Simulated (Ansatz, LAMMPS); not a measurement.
# K+ BF4- in ethyl methyl carbonate, from a frame at 400 K (186 atoms): geometry optimisation, part 2 of 3

Aim: bring K+ BF4- in ethyl methyl carbonate, from a frame at 400 K (186 atoms) to a nearby minimum of the energy and see what moves.

Ansatz 0.2.0; Kohn-Sham DFT, PBE+D4, PAW (set soft_2), plane waves.

The cell: 48 C, 36 O, 96 H, 1 B, 4 F and 1 K. The network of contacts between molecules at the start is that of the classical potential that made the cell. The density was typed from a rule of thumb and may lie off the real one at this temperature. Sampling is at Γ alone, for a cell whose shortest periodic width is 13 Å.

So far. Step 3 (Single point at the start): Neighbours are counted within 1.34 Å (H-C), 1.85 Å (C-C), 1.73 Å (C-O), 3.15 Å (O-K), 1.72 Å (F-B), 3.04 Å (F-K).

**4. Relaxation**

The atoms are relaxed in the fixed cell, aiming at the force tolerance of the input.

Input file input.yaml:

```yaml
crystal:
  lattice:
    - [12.9192, 0.0, 0.0]
    - [0.0, 12.9192, 0.0]
    - [0.0, 0.0, 12.9192]
  atoms:
    [... the 186 atom lines of step 3 ...]
kpoints:
  mp_grid: { grid: [1, 1, 1] }
hamiltonian:
  xc: pbe
  dispersion: d4
scf:
  occupations: { method: gaussian, width: 0.025 }
output:
  forces: true
relax:
  f_tol: 0.05
  max_steps: 200
```

Started as:

```bash
$ ansatz run input.yaml --threads 4 --pin off --max-ram 8192MiB --backend cpu --events-out ev --progress --plain --runs-dir out
```

Numbers of over 12 decimals in the logs are rounded to 6 here.

The log of the run:

```text
[...]
Crystal: 186 atoms, lattice volume = 2156.288 Å³
Basis set: ecut = 420 eV, 42211 PW (Γ), exchange–correlation on 180×180×180 points (8 copies of the dense FFT grid, shifted against one another)
Bands: 458, of which v1, the nominal top of the filled ones, is band 272 counted from 1 (271 counted from 0)
Symmetry: 1 space group operations
[...]
k-points: 1
[...]
SCF iter   1: F=—  HF=-38927.008363 eV  |F-HF|=—  |Δ(HF+E_count)|=         —  Δρ=4.37e-3  dr2=4.28e-1  ethr=1.77e-3  ⟨swp⟩=6.0  Hψ=2096  notcnv=0  defer=73
[...]
SCF iter   7: F=-38926.949457 eV  HF=-38926.949463 eV  |F-HF|=6.16e-6  |Δ(HF+E_count)|=   2.83e-5  Δρ=2.54e-5  dr2=1.26e-5  ethr=1.15e-8  ⟨swp⟩=3.0  Hψ=1277  notcnv=0
SCF 1 converged in 7 iterations: F = -38926.949457 eV  dr2 = 1.26e-5
[...]
relax step   1: F+E_penalty+E_count = -38926.94945673 eV  Δ(F+E_penalty+E_count) = +0.000e0 eV  max|allowed force component| = 4.323e0 eV/Å  Δτ_max = 0.0000 Å  (7 SCF iters, dr2 threshold 6.25e-5 eV, accepted)
[...]
relax step   2: F+E_penalty+E_count = -38933.95346146 eV  Δ(F+E_penalty+E_count) = -7.004e0 eV  max|allowed force component| = 2.074e0 eV/Å  Δτ_max = 0.1944 Å  (7 SCF iters, dr2 threshold 1.00e-4 eV, accepted)
[...]
relax step   3: F+E_penalty+E_count = -38935.44045590 eV  Δ(F+E_penalty+E_count) = -1.487e0 eV  max|allowed force component| = 2.076e0 eV/Å  Δτ_max = 0.1917 Å  (7 SCF iters, dr2 threshold 1.00e-4 eV, accepted)
relax step   4: F+E_penalty+E_count = -38936.15797239 eV  Δ(F+E_penalty+E_count) = -7.175e-1 eV  max|allowed force component| = 1.017e0 eV/Å  Δτ_max = 0.1946 Å  (7 SCF iters, dr2 threshold 1.00e-4 eV, accepted)
relax step   5: F+E_penalty+E_count = -38936.47296722 eV  Δ(F+E_penalty+E_count) = -3.150e-1 eV  max|allowed force component| = 3.370e-1 eV/Å  Δτ_max = 0.1914 Å  (7 SCF iters, dr2 threshold 1.00e-4 eV, accepted)
relax step   6: F+E_penalty+E_count = -38936.65848450 eV  Δ(F+E_penalty+E_count) = -1.855e-1 eV  max|allowed force component| = 4.524e-1 eV/Å  Δτ_max = 0.1947 Å  (7 SCF iters, dr2 threshold 1.25e-5 eV, accepted)
relax step   7: F+E_penalty+E_count = -38936.79062146 eV  Δ(F+E_penalty+E_count) = -1.321e-1 eV  max|allowed force component| = 3.479e-1 eV/Å  Δτ_max = 0.1944 Å  (7 SCF iters, dr2 threshold 2.25e-5 eV, accepted)
relax step   8: F+E_penalty+E_count = -38936.88827464 eV  Δ(F+E_penalty+E_count) = -9.765e-2 eV  max|allowed force component| = 4.298e-1 eV/Å  Δτ_max = 0.1940 Å  (6 SCF iters, dr2 threshold 7.16e-5 eV, accepted)
relax step   9: F+E_penalty+E_count = -38936.95939311 eV  Δ(F+E_penalty+E_count) = -7.112e-2 eV  max|allowed force component| = 5.221e-1 eV/Å  Δτ_max = 0.1946 Å  (6 SCF iters, dr2 threshold 1.00e-4 eV, accepted)
relax step  10: F+E_penalty+E_count = -38937.01666523 eV  Δ(F+E_penalty+E_count) = -5.727e-2 eV  max|allowed force component| = 5.092e-1 eV/Å  Δτ_max = 0.1555 Å  (6 SCF iters, dr2 threshold 1.00e-4 eV, accepted)
relax step  11: F+E_penalty+E_count = -38937.05973682 eV  Δ(F+E_penalty+E_count) = -4.307e-2 eV  max|allowed force component| = 3.835e-1 eV/Å  Δτ_max = 0.1012 Å  (6 SCF iters, dr2 threshold 1.00e-4 eV, accepted)
relax step  12: F+E_penalty+E_count = -38937.09784754 eV  Δ(F+E_penalty+E_count) = -3.811e-2 eV  max|allowed force component| = 3.527e-1 eV/Å  Δτ_max = 0.1953 Å  (7 SCF iters, dr2 threshold 8.35e-5 eV, accepted)
relax step  13: F+E_penalty+E_count = -38937.11928590 eV  Δ(F+E_penalty+E_count) = -2.144e-2 eV  max|allowed force component| = 3.572e-1 eV/Å  Δτ_max = 0.1280 Å  (6 SCF iters, dr2 threshold 7.06e-5 eV, accepted)
relax step  14: F+E_penalty+E_count = -38937.13896155 eV  Δ(F+E_penalty+E_count) = -1.968e-2 eV  max|allowed force component| = 2.724e-1 eV/Å  Δτ_max = 0.0693 Å  (5 SCF iters, dr2 threshold 1.00e-4 eV, accepted)
relax step  15: F+E_penalty+E_count = -38937.16051639 eV  Δ(F+E_penalty+E_count) = -2.155e-2 eV  max|allowed force component| = 1.871e-1 eV/Å  Δτ_max = 0.0987 Å  (6 SCF iters, dr2 threshold 4.32e-5 eV, accepted)
relax step  16: F+E_penalty+E_count = -38937.17221344 eV  Δ(F+E_penalty+E_count) = -1.170e-2 eV  max|allowed force component| = 4.383e-1 eV/Å  Δτ_max = 0.1685 Å  (7 SCF iters, dr2 threshold 1.65e-5 eV, accepted)
relax step  17: F+E_penalty+E_count = -38937.18650645 eV  Δ(F+E_penalty+E_count) = -1.429e-2 eV  max|allowed force component| = 2.860e-1 eV/Å  Δτ_max = 0.0522 Å  (5 SCF iters, dr2 threshold 9.06e-5 eV, accepted)
relax step  18: F+E_penalty+E_count = -38937.19681049 eV  Δ(F+E_penalty+E_count) = -1.030e-2 eV  max|allowed force component| = 1.038e-1 eV/Å  Δτ_max = 0.0540 Å  (5 SCF iters, dr2 threshold 3.48e-5 eV, accepted)
relax step  19: F+E_penalty+E_count = -38937.20860300 eV  Δ(F+E_penalty+E_count) = -1.179e-2 eV  max|allowed force component| = 1.786e-1 eV/Å  Δτ_max = 0.1483 Å  (10 SCF iters, accepted)
relax step  20: F+E_penalty+E_count = -38937.20914212 eV  Δ(F+E_penalty+E_count) = -5.391e-4 eV  max|allowed force component| = 5.209e-1 eV/Å  Δτ_max = 0.1951 Å  (8 SCF iters, dr2 threshold 4.20e-6 eV, accepted)
relax step  21: F+E_penalty+E_count = -38937.22106770 eV  Δ(F+E_penalty+E_count) = -1.193e-2 eV  max|allowed force component| = 2.114e-1 eV/Å  Δτ_max = 0.0311 Å  (5 SCF iters, dr2 threshold 1.00e-4 eV, accepted)
relax step  22: F+E_penalty+E_count = -38937.22723920 eV  Δ(F+E_penalty+E_count) = -6.171e-3 eV  max|allowed force component| = 7.004e-2 eV/Å  Δτ_max = 0.0531 Å  (6 SCF iters, dr2 threshold 7.36e-6 eV, accepted)
relax step  23: F+E_penalty+E_count = -38937.23731606 eV  Δ(F+E_penalty+E_count) = -1.008e-2 eV  max|allowed force component| = 1.785e-1 eV/Å  Δτ_max = 0.1768 Å  (10 SCF iters, accepted)
relax step  24: F+E_penalty+E_count = -38937.24345666 eV  Δ(F+E_penalty+E_count) = -6.141e-3 eV  max|allowed force component| = 3.582e-1 eV/Å  Δτ_max = 0.1923 Å  (8 SCF iters, dr2 threshold 3.50e-6 eV, accepted)
relax step  25: F+E_penalty+E_count = -38937.24931231 eV  Δ(F+E_penalty+E_count) = -5.856e-3 eV  max|allowed force component| = 2.238e-1 eV/Å  Δτ_max = 0.0251 Å  (5 SCF iters, dr2 threshold 1.00e-4 eV, accepted)
relax step  26: F+E_penalty+E_count = -38937.25456262 eV  Δ(F+E_penalty+E_count) = -5.250e-3 eV  max|allowed force component| = 5.113e-2 eV/Å  Δτ_max = 0.0332 Å  (5 SCF iters, dr2 threshold 1.96e-5 eV, accepted)
relax step  27: F+E_penalty+E_count = -38937.26043311 eV  Δ(F+E_penalty+E_count) = -5.870e-3 eV  max|allowed force component| = 3.304e-2 eV/Å  Δτ_max = 0.0777 Å  (9 SCF iters, accepted)
relax step  28: F+E_penalty+E_count = -38937.26510670 eV  Δ(F+E_penalty+E_count) = -4.674e-3 eV  max|allowed force component| = 5.849e-2 eV/Å  Δτ_max = 0.0681 Å  (9 SCF iters, accepted)
relax step  29: F+E_penalty+E_count = -38937.27424456 eV  Δ(F+E_penalty+E_count) = -9.138e-3 eV  max|allowed force component| = 1.754e-1 eV/Å  Δτ_max = 0.1985 Å  (10 SCF iters, accepted)
[...]
relax step  37: F+E_penalty+E_count = -38937.33259945 eV  Δ(F+E_penalty+E_count) = -8.627e-3 eV  max|allowed force component| = 1.143e-1 eV/Å  Δτ_max = 0.1930 Å  (7 SCF iters, dr2 threshold 1.27e-5 eV, accepted)
relax step  38: F+E_penalty+E_count = -38937.33829585 eV  Δ(F+E_penalty+E_count) = -5.696e-3 eV  max|allowed force component| = 1.757e-1 eV/Å  Δτ_max = 0.1817 Å  (7 SCF iters, dr2 threshold 9.57e-6 eV, accepted)
relax step  39: F+E_penalty+E_count = -38937.34391309 eV  Δ(F+E_penalty+E_count) = -5.617e-3 eV  max|allowed force component| = 1.345e-1 eV/Å  Δτ_max = 0.0791 Å  (6 SCF iters, dr2 threshold 2.26e-5 eV, accepted)
relax step  40: F+E_penalty+E_count = -38937.35232077 eV  Δ(F+E_penalty+E_count) = -8.408e-3 eV  max|allowed force component| = 1.292e-1 eV/Å  Δτ_max = 0.1468 Å  (7 SCF iters, dr2 threshold 1.06e-5 eV, accepted)
relax step  41: F+E_penalty+E_count = -38937.35653197 eV  Δ(F+E_penalty+E_count) = -4.211e-3 eV  max|allowed force component| = 9.672e-2 eV/Å  Δτ_max = 0.1182 Å  (7 SCF iters, dr2 threshold 9.78e-6 eV, accepted)
relax step  42: F+E_penalty+E_count = -38937.35941996 eV  Δ(F+E_penalty+E_count) = -2.888e-3 eV  max|allowed force component| = 5.549e-2 eV/Å  Δτ_max = 0.0545 Å  (7 SCF iters, dr2 threshold 5.24e-6 eV, accepted)
relax step  43: F+E_penalty+E_count = -38937.36447401 eV  Δ(F+E_penalty+E_count) = -5.054e-3 eV  max|allowed force component| = 1.181e-1 eV/Å  Δτ_max = 0.1953 Å  (10 SCF iters, accepted)
relax step  44: F+E_penalty+E_count = -38937.36711521 eV  Δ(F+E_penalty+E_count) = -2.641e-3 eV  max|allowed force component| = 8.136e-2 eV/Å  Δτ_max = 0.0897 Å  (7 SCF iters, dr2 threshold 4.59e-6 eV, accepted)
relax step  45: F+E_penalty+E_count = -38937.36934542 eV  Δ(F+E_penalty+E_count) = -2.230e-3 eV  max|allowed force component| = 5.829e-2 eV/Å  Δτ_max = 0.0525 Å  (7 SCF iters, dr2 threshold 3.14e-6 eV, accepted)
relax step  46: F+E_penalty+E_count = -38937.37118800 eV  Δ(F+E_penalty+E_count) = -1.843e-3 eV  max|allowed force component| = 4.474e-2 eV/Å  Δτ_max = 0.0855 Å  (9 SCF iters, accepted)
[...]
relax step  47: F+E_penalty+E_count = -38937.37212408 eV  Δ(F+E_penalty+E_count) = -9.361e-4 eV  max|allowed force component| = 3.839e-2 eV/Å  Δτ_max = 0.0564 Å  (9 SCF iters, accepted)
SCF converged after 9 iterations
Free energy (F): -38937.372124 eV
[...]
Internal energy: -38937.372124 eV  (E = F + TS)
E sigma→0 (E₀):  -38937.372124 eV
Fermi energy:    0.842471 eV
[...]
--- Forces (eV/Å), atoms counted from 1 ---
  atom   1  C     -0.00414390    -0.00088218    -0.01064574
  atom   2  C      0.00293260    -0.00066374     0.00684811
  atom   3  O      0.00245054     0.01165736    -0.01319972
  atom   4  C      0.00493241    -0.00017660    -0.00245717
  atom   5  O     -0.00776817    -0.01135920     0.00345164
  atom   6  O      0.00116265     0.00265236     0.00057744
  atom   7  C     -0.00102746    -0.00244437     0.00237608
  atom   8  H     -0.00055613    -0.00577463     0.00154468
  atom   9  H      0.00399868     0.00034506     0.00608726
  atom  10  H      0.00425323     0.00332655    -0.00094899
  atom  11  H     -0.00370206     0.01159970    -0.00324781
  atom  12  H     -0.00590649    -0.00564720     0.00249896
  atom  13  H     -0.00425474    -0.00007092     0.00273371
  atom  14  H      0.00638585    -0.00388271    -0.00174504
[...]
atom 185  F     -0.00930804     0.00988861     0.00688836
  atom 186  K      0.00469317    -0.00397696    -0.00765666
  max |Σ_I F_I| component: 5.21e-5 eV/Å
--- Relaxed structure (47 steps of the walk, 47 accepted, 0 SCFs on fresh bases) ---
  F+E_penalty+E_count = -38937.37212408 eV   max|allowed force component| = 3.839e-2 eV/Å
  atoms:
    - { symbol: C, position: [0.456649, 0.393166, 0.468742] }
    - { symbol: C, position: [0.510162, 0.338323, 0.379906] }
    - { symbol: O, position: [0.444395, 0.332201, 0.288447] }
    - { symbol: C, position: [0.447193, 0.415907, 0.226775] }
[...]
- { symbol: K, position: [0.187836, 0.971475, 0.209300] }
```

The job ended after 19 min (4 threads of Arm Neoverse V1, shared host; peak memory 3 GiB; 72 min of CPU time).

The steps of the relaxation (22 of 47):

```tsv
step	energy less that of the first step (eV)	largest force component (eV/Å)
1	0.0000	4.3232
3	-8.4910	2.0757
5	-9.5235	0.3370
8	-9.9388	0.4298
10	-10.0672	0.5092
12	-10.1484	0.3527
14	-10.1895	0.2724
16	-10.2228	0.4383
19	-10.2591	0.1786
21	-10.2716	0.2114
23	-10.2879	0.1785
25	-10.2999	0.2238
27	-10.3110	0.0330
29	-10.3248	0.1754
32	-10.3425	0.1598
34	-10.3565	0.1188
36	-10.3745	0.1335
38	-10.3888	0.1757
40	-10.4029	0.1292
43	-10.4150	0.1181
45	-10.4199	0.0583
47	-10.4227	0.0384
```

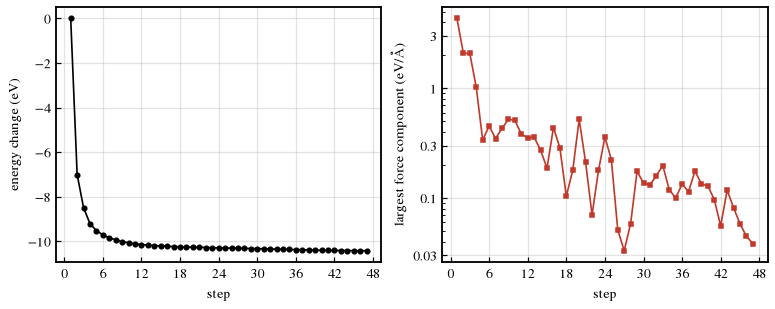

Energy and largest force along the relaxation.

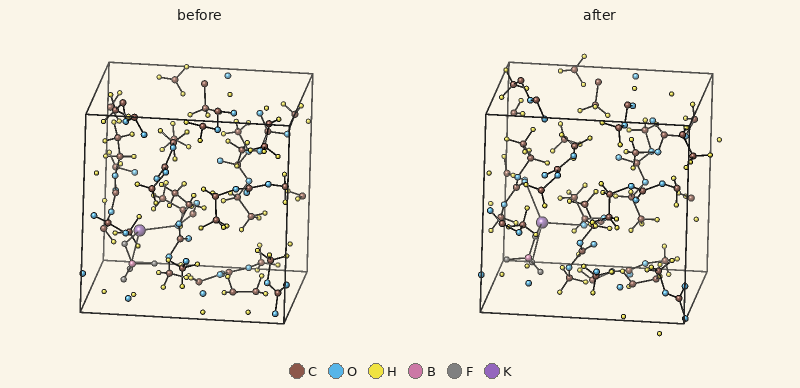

Before and after, at one scale. Bonds to atoms that aren't drawn are left out.

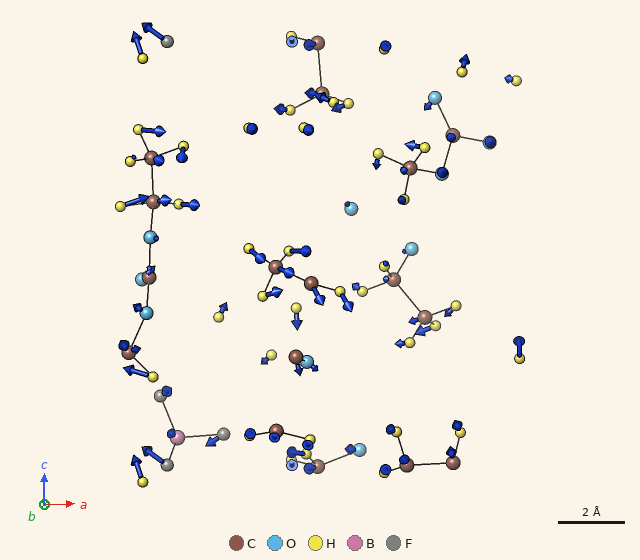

Displacements in the relaxation, scaled; the longest in the cell stands for 2.68 Å. Drawn is a slice 4 Å thick, seen along the normal of the ac plane. Bonds to atoms that aren't drawn are left out.

The atoms that moved most (Å):

```tsv
atom	dx	dy	dz	length
H9	1.024	-2.467	0.198	2.679
H53	2.274	0.234	-1.055	2.518
H28	0.114	2.146	1.052	2.393
H11	0.362	-1.752	-1.515	2.345
H83	0.935	-1.907	-0.652	2.222
H24	1.392	-1.529	0.003	2.068
F184	-1.257	1.366	0.863	2.047
H55	2.028	0.103	0.191	2.040
```

The relaxation changed the energy by -56.0 meV/atom, and atoms moved by 1.1 Å r.m.s., 2.7 Å at most.

**5. Structure statistics after relaxation**

Bonds before and after, by the cutoffs listed below:

```tsv
pair	bonds before	bonds after	mean before (Å)	mean after (Å)	spread before (Å)	spread after (Å)
H-C	96	96	1.100	1.097	0.032	0.002
C-C	12	12	1.510	1.512	0.035	0.002
C-O	60	60	1.357	1.362	0.083	0.087
O-K	3	5	2.588	2.813	0.093	0.105
F-B	4	4	1.406	1.418	0.018	0.012
F-K	1	2	2.764	2.727	0.000	0.005
```

Density 1.06 g/cm³, 11.59 Å³ an atom.

Pair distribution functions g(r), in bins of 0.2 Å:

```tsv
r (Å)	total	H-H	H-C	H-O	H-F	H-B	H-K
1.00	4.08	0.00	15.30	0.00	0.00	0.00	0.00
1.20	0.44	0.00	0.15	0.00	0.00	0.00	0.00
1.40	1.34	0.00	0.00	0.00	0.00	0.00	0.00
1.60	0.26	0.00	0.00	0.00	0.00	0.00	0.00
1.80	1.31	4.92	0.00	0.00	0.00	0.00	0.00
2.00	0.65	0.00	0.00	3.23	0.00	0.00	0.00
2.20	1.05	0.00	2.38	0.28	0.00	0.00	0.00
2.40	0.68	0.50	0.12	0.59	1.49	0.00	0.00
2.60	1.14	1.77	0.69	1.75	1.70	0.00	0.00
2.80	0.68	0.85	0.32	1.35	0.00	0.00	0.00
3.00	0.62	1.25	0.45	0.71	0.75	0.00	0.00
3.20	0.64	0.71	1.11	0.37	0.85	1.75	0.86
3.40	0.78	0.61	0.83	0.88	1.54	3.09	1.54
3.60	0.99	0.64	1.09	0.63	1.39	2.75	0.72
3.80	1.03	0.81	1.01	1.59	1.55	0.61	0.65
4.00	1.00	1.02	0.90	1.18	1.24	0.54	0.55
4.20	1.05	0.96	1.01	1.18	1.27	0.98	0.49
4.40	1.03	1.10	1.01	0.99	0.81	0.48	2.29
4.60	1.16	1.03	1.18	1.31	1.27	1.27	0.82
4.80	1.17	1.09	1.20	1.17	0.77	3.46	1.57
5.00	1.03	1.09	1.23	0.86	0.72	1.41	1.47
5.20	1.04	1.01	1.06	0.97	1.40	1.32	2.34
5.40	1.10	1.04	1.23	0.97	1.24	0.32	1.22
5.60	1.00	0.99	1.00	0.99	1.14	0.00	0.83
5.80	1.08	1.14	1.06	1.04	1.33	1.59	0.27
6.00	0.99	1.04	1.01	0.94	0.99	1.00	1.24
6.20	0.99	0.97	0.98	1.03	0.76	0.00	1.16
6.40	0.93	1.02	0.88	0.90	0.77	0.65	0.45
```

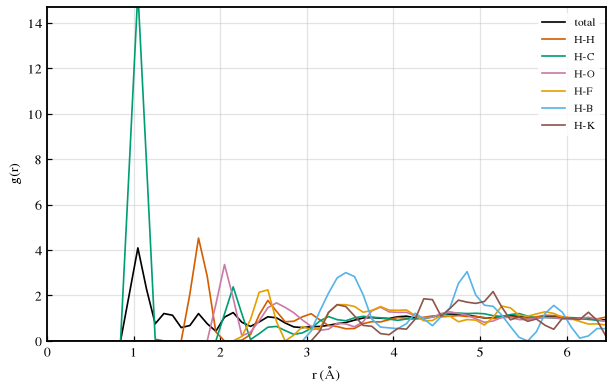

Pair distribution functions, lightly smoothed, with peaks cut at 14.

Bonds by pair of elements; cutoffs follow the first minimum of g(r), held within bounds set by covalent radii, and pairs that aren't listed don't count as bonded:

```tsv
pair A-B	cutoff (Å)	bonds	mean length (Å)	spread (Å)	shortest (Å)	B about A	A about B
H-C	1.34	96	1.10	0.002	1.09	1	2
C-C	1.85	12	1.51	0.002	1.51	0.5	0.5
C-O	1.73	60	1.36	0.087	1.21	1.25	1.67
O-K	3.15	5	2.81	0.105	2.71	0.139	5
F-B	1.72	4	1.42	0.012	1.41	1	4
F-K	3.12	2	2.73	0.005	2.72	0.5	2
```

How many atoms have how many bonded neighbours:

```tsv
element	mean	1	2	3	4	7
B	4	0	0	0	1	0
C	3.75	0	0	12	36	0
F	1.5	2	2	0	0	0
H	1	96	0	0	0	0
K	7	0	0	0	0	1
O	1.81	9	25	2	0	0
```

Bond angles (no mean is given where the spread exceeds 20°):

```tsv
angle	count	mean (°)	spread (°)
H-C-H	84	109	1.1
C-C-H	60	111	1
H-C-O	60	108	2.3
O-C-O	36	120	8.6
C-O-C	24	115	1.2
```

Bond length by coordination (bonds to H left out):

```tsv
element	coordination	atoms	mean bond length (Å)
C	3	12	1.30
C	4	36	1.48
F	1	2	1.41
F	2	2	2.08
O	1	9	1.22
O	2	25	1.47
O	3	2	1.92
```

With the cutoffs above, all B atoms have 4, 75 % of C atoms have 4, 50 % of F atoms have 1 and as many 2 and all H atoms have 1 bonded neighbour. The H-C-H angle averages 109° with a spread of 1.1°.

[end of part 2 of 3]

[Logs are printed without paths, hosts, clocks, repeated set-up lines and the standing remarks that a program may print on its own settings, such as how far it seeks lower states.]

[Hosts, paths, dates, database ids (printed as entryN), source tags and the programs' standing remarks are cut or masked in the printed files.]
